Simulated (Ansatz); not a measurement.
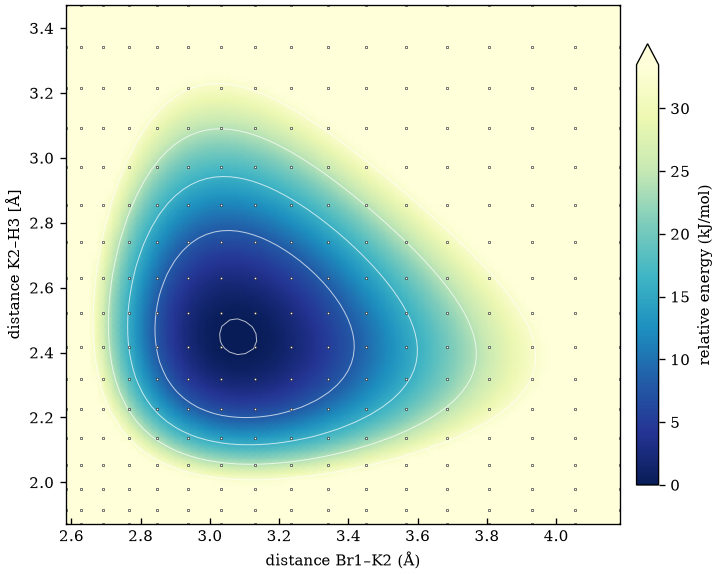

The system Br⁻ + KH. Coordinates scanned: (1) distance Br1–K2; (2) distance K2–H3. Nothing is relaxed (the angle Br1–K2–H3 is fixed at 160 degrees). The scan uses a 17 × 17 grid. Points are written as (first, second). Energies are in kJ/mol, from the lowest grid point. The restricted reference is unstable at some or all points, so the energies there are unreliable. Computed with Ansatz 0.2.0, RHF-MP2, frozen core/def2-TZVPD.

The picture shows a smooth colour map with a few white contour lines, dots at the grid points, one colour for all values above the top of the scale. Between grid points the surface is interpolated.

Where is the minimum, and how stiff is the well along each coordinate?

Answer. The interpolated minimum is at distance Br1–K2 ≈ 3.080 Å, distance K2–H3 ≈ 2.447 Å. The curvatures there are about 2.3 eV/Å² and 2.2 eV/Å², with a cross term of about 0.2 eV/Å². Round the minimum the two coordinates are weakly coupled (coupling 0.09 in units of the two stiffnesses). (1 eV is 96.5 kJ/mol.)
